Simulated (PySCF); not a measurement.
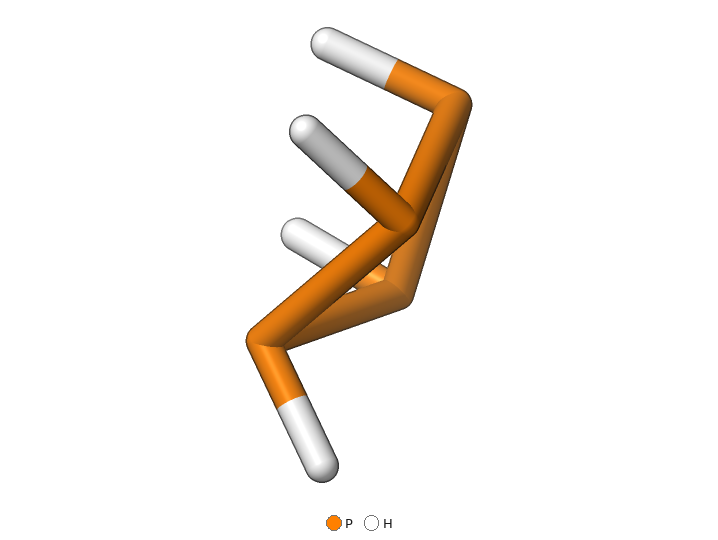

The computed structure is the end point of a GFN2-xTB optimisation. No frequency run is at hand to confirm it as a minimum. Level of theory: CAM-B3LYP/def2-SVPD, gas phase (PySCF 2.14.0). Excitations: vertical, linear response.

Predict the main results.

The species is P4H4 (`P1PPP1`).
- dipole moment: 1.04 D
- HOMO energy (Kohn–Sham orbital): −7.79 eV
- LUMO energy (Kohn–Sham orbital): −0.32 eV
- HOMO–LUMO gap: 7.48 eV
- mean static polarisability: 98.5 bohr³
- lowest vertical singlet excitation: 4.17 eV
- its oscillator strength: 0.006
- brightest of the 8 lowest singlets: 5.31 eV
- its oscillator strength: 0.06

The geometry is semi-empirical. Around P such bond lengths and angles can be off by a tenth of an ångström or more and by several degrees, and values that hang on the shape move with them.
